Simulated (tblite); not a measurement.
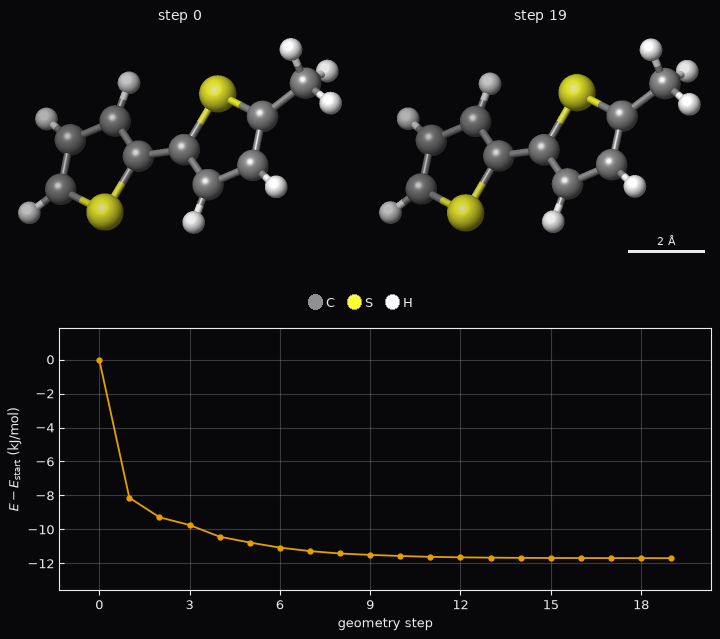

First and last geometry of a relaxation of C$_{9}$H$_{8}$S$_{2}$, with the history of the run. A ball-and-stick model, seen at a tilt.

Level of theory: tblite, GFN2-xTB geometry optimisation, gas phase. 

What do the curves and the structures tell?

Answer. It converged. The energy falls by 11.7 kJ/mol in 19 geometry steps. The largest moves after the best rigid fit, 0.052 Å, are those of C and H atoms. Largest moves by element: H 0.052 Å, C 0.052 Å, S 0.048 Å. Near-neighbour distances that change, for instance: C–S 1.703 → 1.736 Å, C–C 1.438 → 1.408 Å, C–C 1.455 → 1.428 Å, C–S 1.718 → 1.744 Å. Among the angles between lasting bonds that change: C–C–C 111.1° → 113.6°. The run took 0.17 s on 1 thread of Intel(R) Xeon(R) Gold 6455B, on a shared host.
